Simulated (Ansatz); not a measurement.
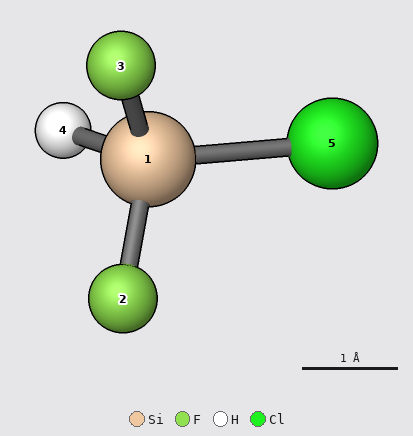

Fig. 1: The structure (ball-and-stick view, seen at a tilt; atoms are numbered from 1 in the order of the input). Bond lengths as drawn: Cl–Si 2.02 Å, F–Si 1.58 Å and H–Si 1.46 Å.

**Single-point calculation of SiHClF2**

The run: single-point calculation of SiHClF2. Method and program: RKS wB97M-V/def2-TZVPP (Ansatz 0.2.0).

The geometry comes from this level: PBE0-D4/def2-TZVP.

## The input
```yaml
crystal:
  periodic: [false, false, false]
  atoms:
    - {symbol: Si, position_ang: [-0.977570, 1.953812, -0.464668]}
    - {symbol: F, position_ang: [-1.019720, 0.439452, -0.902386]}
    - {symbol: F, position_ang: [-2.260029, 2.235052, 0.408743]}
    - {symbol: H, position_ang: [-0.986323, 2.813464, -1.650353]}
    - {symbol: Cl, position_ang: [0.666546, 2.265947, 0.663246]}
basis:
  gaussian: {orbitals: def2-TZVPP}
hamiltonian: {xc: {name: wB97M-V}}
```

Machine: 4 CPU threads, shared host.

Launched with:
```bash
ansatz run in.yaml --threads 4 --pin off --events-out ev --progress --plain --max-ram 66560MiB --backend cpu
```

## Output
```
Functional definition: wB97M-V
  name "wB97M-V"
  cite "Mardirossian & Head-Gordon, J. Chem. Phys. 144, 214110 (2016) doi:10.1063/1.4952647"
  cite "Becke, J. Chem. Phys. 107, 8554 (1997) doi:10.1063/1.475007"
  cite "Vydrov & Van Voorhis, J. Chem. Phys. 133, 244103 (2010) doi:10.1063/1.3521275"
  # Of w^i u^j: cxij and so on, Table III.
  parameter omega = 0.3/bohr
  parameter cx = 0.15
  parameter cx01 = 1.007
  parameter cx10 = 0.259
  parameter css00 = 0.443
  parameter css04 = -1.437
  parameter css10 = -4.535
  parameter css20 = -3.390
  parameter css43 = 4.278
  parameter cos00 = 1.000
  parameter cos10 = 1.358
  parameter cos20 = 2.924
  parameter cos21 = -8.812
  parameter cos60 = -1.390
  parameter cos61 = 9.142
  parameter b = 6.0
  parameter c = 0.01
  gx(w, u) = 1 - cx + cx01*u + cx10*w
  gss(w, u) = css00 + css04*u^4 + css10*w + css20*w^2 + css43*w^4*u^3
  gos(w, u) = cos00 + cos10*w + (cos20 + cos21*u)*w^2 + (cos60 + cos61*u)*w^6
  exchange = spin_sum(e_x_unif_sr(omega)*gx(b97_w, b97_u_x)) + cx*exact_x_sr(omega) + exact_x_lr(omega)
  correlation = spin_sum(e_c_pw_mod_same_spin*gss(b97_w, b97_u_same))
      + integral(e_c_pw_mod_opposite_spin*gos(b97_w_opposite, b97_u_opposite)) + vv10(b, c)
972 factors; their error is unknown
166 factors; integrals over basis functions are off by at most 4.2e-5 eV
mean field evaluation 1: about -25853.6420 eV, gradient 4.2e1 eV
mean field evaluation 2: about -25853.2852 eV, gradient 4.9e1 eV
mean field evaluation 4: about -25856.2093 eV, gradient 9.5e-1 eV
mean field evaluation 8: about -25856.2479 eV, gradient 1.2e-1 eV
mean field evaluation 16: about -25856.2479 eV, gradient 3.3e-5 eV
mean field -25856.24786527 eV, -950.1995830543 hartree, gradient 3.3e-5 eV, S^2 0.000000; 0 other end points of the search recorded, 0 dependent functions left out
reference -25856.24790112 eV, -950.1995843717 hartree; 25, 25 occupied and 135, 135 virtual orbitals, 972 factors
Total energy: -25856.24790112 eV, -950.1995843717 hartree
```

## Key numbers

```tsv
quantity	value
outcome	converged
total energy	−25856.2479 eV
SCF solution under orbital rotations	stable
wall time	2.6 s (CPU time 9.4 s)
peak memory	0.62 GiB
```
